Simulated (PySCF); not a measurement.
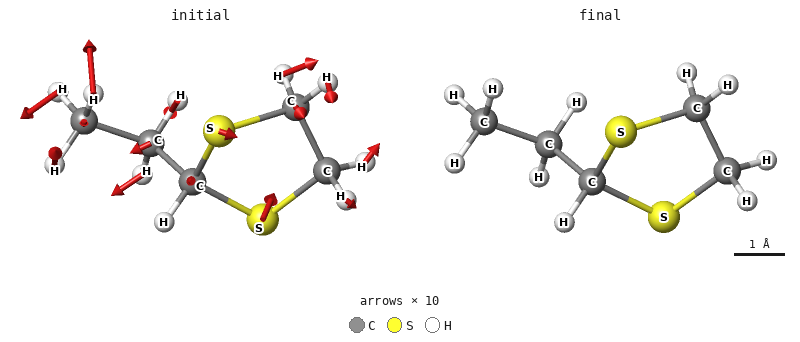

The structure of C5H10S2 before (left) and after (right) a relaxation, at one scale. The red arrows give the displacements, 10 times their true length.

The picture is a ball-and-stick view, seen at a tilt.

The start comes from GFN2-xTB. Its atoms were then displaced at random by about 0.01 Å.

The calculation used PySCF, PBE0-D3(BJ)/def2-SVP geometry optimisation, gas phase. 

What changed between the two?

After 6 geometry steps the energy has fallen by 3.26 kcal/mol. An H atom moves most after the best rigid fit: 0.13 Å. By element the largest moves are H 0.13 Å, S 0.09 Å, C 0.06 Å. Near-neighbour distances that change, for instance: C–S 1.853 → 1.812 Å, C–H 1.061 → 1.100 Å, C–C 1.555 → 1.519 Å, C–S 1.816 → 1.841 Å. Among the angles between lasting bonds that change: H–C–H 111.8° → 108.0°, H–C–H 108.3° → 105.9°, S–C–H 107.4° → 109.7°.
